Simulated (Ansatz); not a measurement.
AlCl2HO

```xyz
5

Al    0.0518   -0.1040   -0.0102
Cl    0.0052   -0.0626    2.0908
Cl    1.8547    0.1718   -1.0353
O    -1.3488   -0.3548   -0.9474
H    -2.2244   -0.4971   -0.5544
```

Level of theory: RKS PBE-D4/def2-SVP in Ansatz.

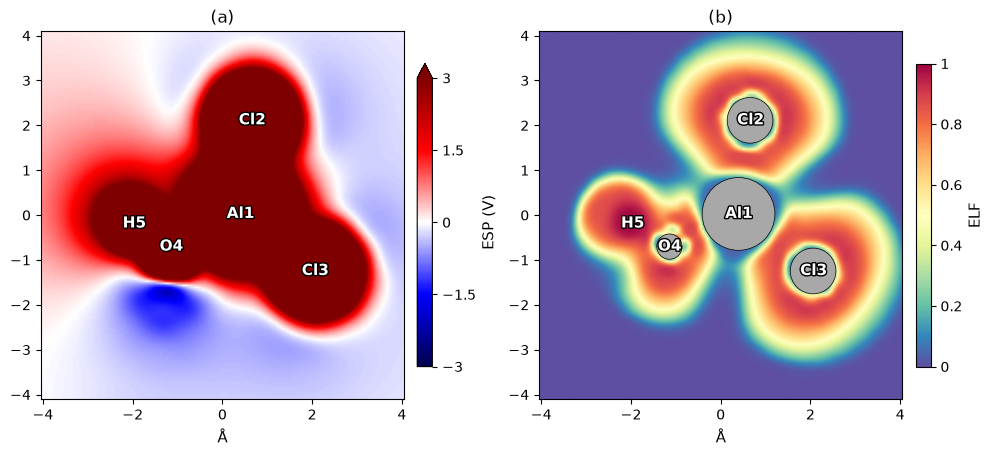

Figure 1. (a) molecular electrostatic potential; (b) electron localisation function on the molecular plane. Grey discs cover the atomic cores in the ELF map.

Interpret the plot.

Answer. The plane passes through Al, Cl, O and H nuclei. Al–O (1.70 Å): the ELF peaks at about 0.85 in the valence shell of O, 0.6 Å from its nucleus, and is about 0.35 at the midpoint. Al–Cl (2.09 Å): the ELF peaks at about 0.85 in the valence shell of Cl, 0.9 Å from its nucleus, and is about 0.80 at the midpoint. O–H (0.97 Å): the ELF climbs to about 1 towards the hydrogen, as it does in any bond to H: a covalent bond by its length. The ELF also peaks beside Cl3, O4 and Cl2, away from the bonds: lone-pair regions. Outside the dense part of the molecule the potential is most negative (−1.7 V) near O4.

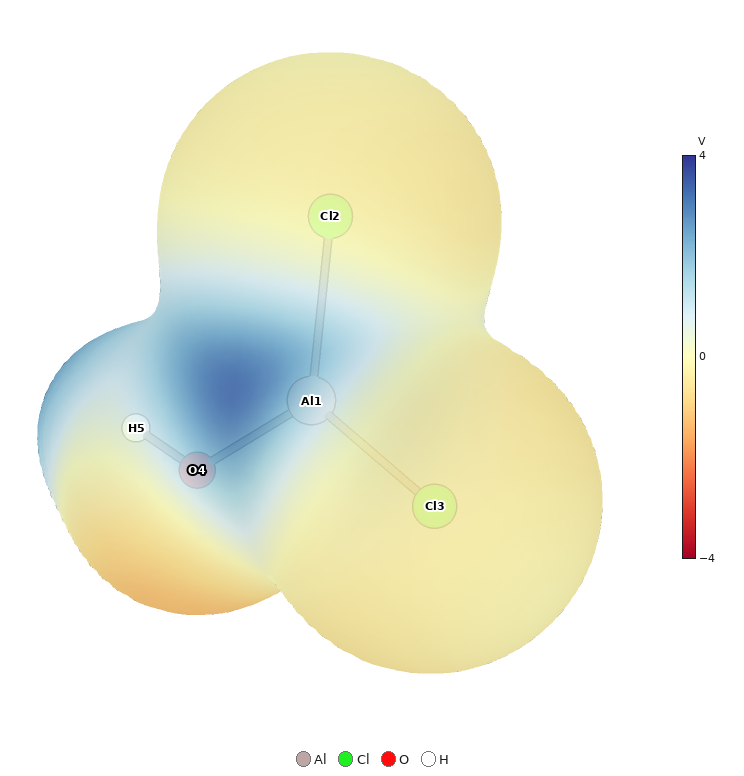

Figure 2. The molecular electrostatic potential painted on the density surface at 0.002 e/bohr³, seen at a tilt; red is negative and blue positive.

Describe the electrostatic potential map.

Answer. The most negative region (about −1.2 V) lies over O4, the most positive (about +3.2 V) over Al1. O4 is the likeliest acceptor of a hydrogen bond.

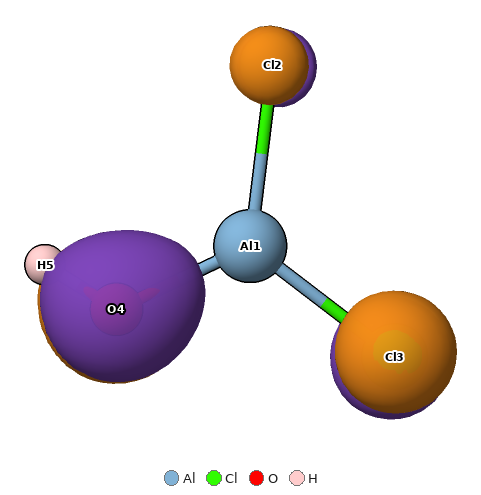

Figure 3. The HOMO−1 at ±0.15 Å⁻³ᐟ² (orange and purple are the two phases), seen across its widest extent.

What is the character of this orbital?

Answer. By Hirshfeld shares it lies mainly on O4 (about 65 %), Cl3 (about 15 %) and Cl2 (about 5 %); it changes sign across the molecular plane (π type); π-antibonding (a node) across Al1–Cl3. Its energy is −7.67 eV.
